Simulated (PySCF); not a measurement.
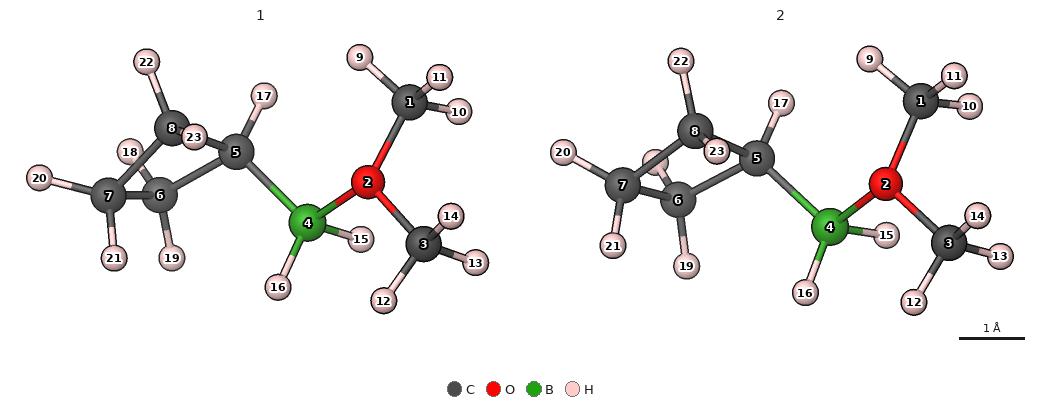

Two geometries of C6H15BO, drawn at one scale. One is the start of a relaxation, the other its converged end. The picture is a ball-and-stick view, seen at a tilt.

All numbers below come from PBE0-D3(BJ)/def2-SVP geometry optimisation, gas phase in PySCF. 

Which one is relaxed?

Answer. Structure 1 is the relaxed one. The start comes from GFN2-xTB. Its atoms were then displaced at random by about 0.01 Å. H20 moves most after the best rigid fit: 0.42 Å. By element the largest moves are H 0.42 Å, C 0.18 Å, B 0.08 Å, O 0.08 Å. Some distances before and after: B4–H16 1.180 → 1.224 Å, C7–H20 1.058 → 1.101 Å, C1–H9 1.058 → 1.094 Å, O2–B4 1.703 → 1.668 Å. Bond angles that change, for instance: C1–O2–B4 112.1° → 115.4°, B4–C5–C6 113.4° → 110.3°, H10–C1–H11 107.5° → 110.5°. The energy falls by 0.198 eV in 10 geometry steps. Cost: 5.4 min on 1 thread of Arm Neoverse N1, with other jobs on the host.
